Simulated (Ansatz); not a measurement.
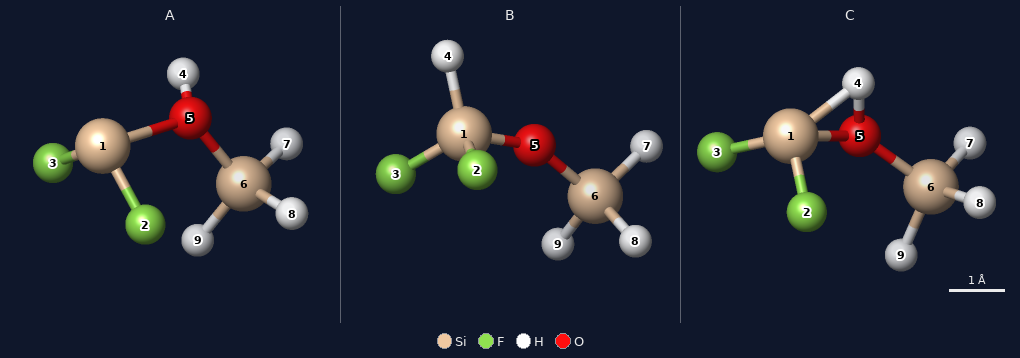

Three geometries of Si2H4OF2: a saddle point and the two minima that it joins, in shuffled order. Style: ball-and-stick. Shown at a tilt. Sticks join atoms that are closer than about 1.2 times the sum of their covalent radii (a little more with hydrogen).

Stationary points at PBE0-D4/def2-TZVP, single-point energies with CCSD(T)/CBS (def2-TZVPP where no basis is named; Ansatz 0.2.0). The energies are electronic, without zero-point or thermal terms, and both ends are the minima reached downhill from the saddle, with any fragments still in contact. CCSD(T)/CBS stands for a frozen-core estimate: MP2 correlation extrapolated from def2-TZVPP and def2-QZVPP, CCSD(T) minus MP2 from the smaller set.

Identify the saddle point and describe the reaction.

Frame C is the saddle point. From A over the saddle to B, a bond forms: Si1–H4 (2.65 → 1.65 → 1.46 Å). A bond breaks: H4–O5 (0.96 → 1.24 → 2.53 Å). Bonds that stay but change much: Si1–O5 (2.10 → 1.80 → 1.60 Å). The saddle has one imaginary mode, 1499i cm⁻¹. With CCSD(T)/CBS the barrier is 27.6 kcal/mol from A and 87.3 kcal/mol from B, and B lies 59.8 kcal/mol below A.
